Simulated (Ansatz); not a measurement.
## Electronic structure of BrClFGeHO···HF in real space

```xyz
8

Ge    0.2795    0.3594   -0.4810
F    -0.9821    0.1574    2.1076
F     1.1580    0.2021   -1.9562
Cl   -1.4662    1.5153   -0.9095
O    -0.0049   -1.2870    0.0203
H    -0.4707   -1.2946    0.8712
Br    1.7218    1.5784    0.9649
H    -0.3382    0.6696    2.5359
```

Not at a stationary point (largest force 0.7 eV/Å).

Level of theory: RKS B3LYP-D4/def2-SVP (Ansatz).

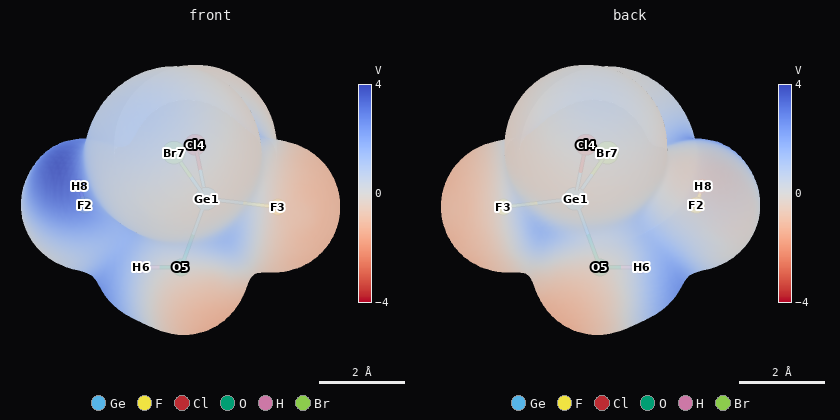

Figure 1. The molecular electrostatic potential painted on the density surface at 0.002 e/bohr³, seen from the front and from behind; red is negative and blue positive.

### Where is the surface potential most negative and most positive?

The most negative region (about −1.2 V, or −28 kcal/mol for a unit charge) lies over O5, the most positive (about +3.6 V, or +83 kcal/mol for a unit charge) over H8. Cl4 shows a σ-hole: about +0.4 V, or +9 kcal/mol for a unit charge at the tip opposite its bond, against about −0.2 V on its flanks. O5 is the likeliest acceptor of a hydrogen bond.

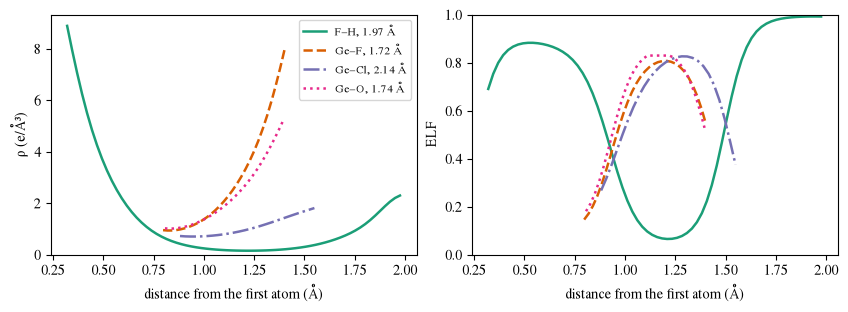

Figure 2. Electron density and electron localisation function along straight lines between neighbouring atoms. The curves leave out the atomic cores.

### What can be read from the curves?

F2···H6 (1.97 Å): the density falls to about 0.15 e/Å³ on the way; the ELF dips to about 0.05 between them (a closed-shell contact with the geometry of a hydrogen bond).
Ge–F (1.72 Å): ρ is about 0.95 e/Å³ halfway; the ELF peaks at about 0.80 in the valence shell of F, 0.5 Å from its nucleus, and is about 0.25 at the midpoint.
Ge–Cl (2.14 Å): ρ at the midpoint is about 0.76 e/Å³; the ELF peaks at about 0.85 in the valence shell of Cl, 0.9 Å from its nucleus, and is about 0.65 at the midpoint.
Ge–O (1.74 Å): ρ is about 1 e/Å³ halfway; the ELF peaks at about 0.85 in the valence shell of O, 0.6 Å from its nucleus, and is about 0.30 at the midpoint.

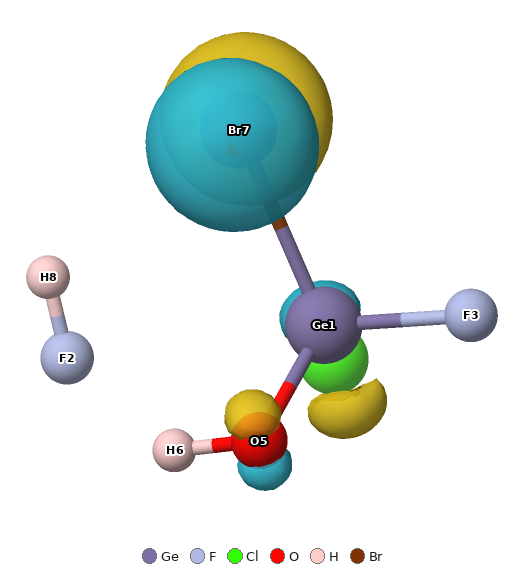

Figure 3. The HOMO at ±0.2 Å⁻³ᐟ² (yellow and cyan are the two phases), seen at a tilt.

### Describe this orbital and give its energy.

By Hirshfeld shares it lies mainly on Br7 (about 80 %) and Cl4 (about 10 %); largely a lone pair of Br7. Its energy is −8.65 eV.
